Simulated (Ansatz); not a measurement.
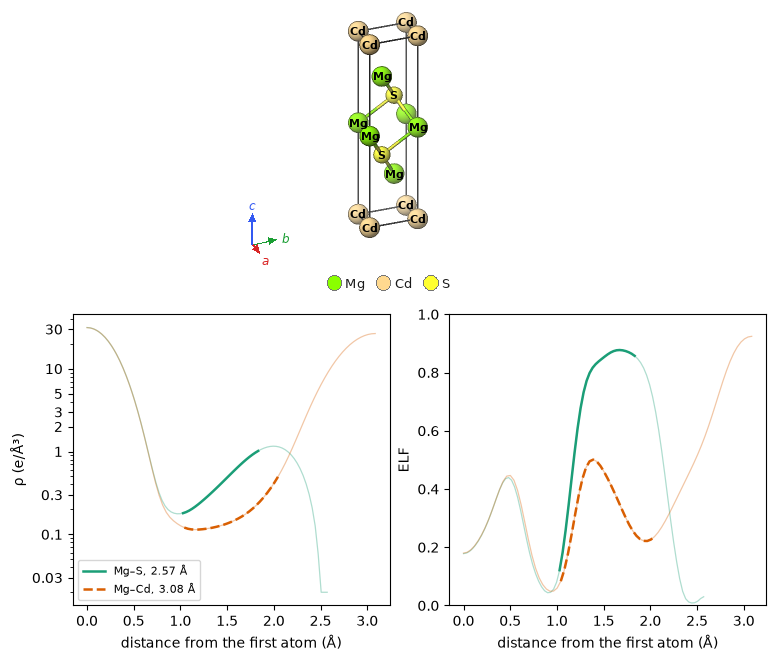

The picture shows: Mg3CdS2. Valence electron density and electron localisation function along straight lines between neighbouring atoms. Thin, pale parts lie inside the atomic spheres. The structure is drawn too.

Space group P-3m1; a generated structure, not necessarily the stable one; changed on purpose from its base cell (volume × 0.97, shape and atoms relaxed).

Method: DFT PBE, scalar-relativistic, plane waves, PAW (Ansatz).

In a PAW calculation such maps are meaningful between the atoms, not at the nuclei.

### What can be read from the curves?

Mg–S (2.57 Å): ρ is about 0.28 e/Å³ halfway; the ELF peaks at about 0.90 in the valence shell of S, 0.9 Å from its nucleus, and is about 0.75 at the midpoint.
Mg–Cd (3.08 Å): ρ at the midpoint is about 0.14 e/Å³, with its minimum of 0.11 e/Å³ about 1.2 Å from Mg; the ELF is about 0.45 at the midpoint.
